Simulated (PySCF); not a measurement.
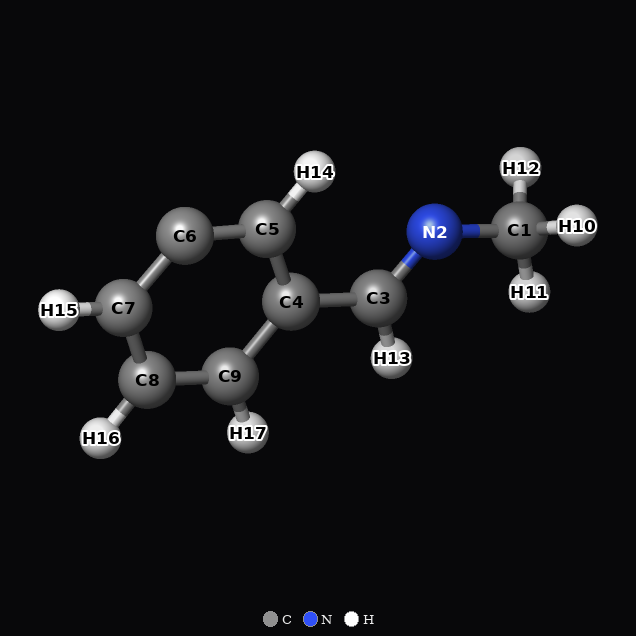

Charge 0, doublet. Computed geometry: GFN2-xTB optimisation. No frequency run is at hand to confirm it as a minimum. Level of theory: UKS B3LYP, pcH-1 on C H N, non-relativistic (PySCF 2.14.0).

Give the isotropic hyperfine couplings (Fermi-contact term alone) of C1, N2, C3, C4, C5, C6, C7, C8, C9, H10, H11, H12, H13, H14, H15, H16, H17.

```tsv
atom	isotope	a_iso (MHz)
C1	13C	0.5
N2	14N	0.4
C3	13C	6.7
C4	13C	44.6
C5	13C	19.8
C6	13C	402.2
C7	13C	17.3
C8	13C	48.5
C9	13C	−7.5
H10	1H	0.9
H11	1H	0.0
H12	1H	0.9
H13	1H	9.9
H14	1H	62.7
H15	1H	53.4
H16	1H	15.0
H17	1H	6.1
```
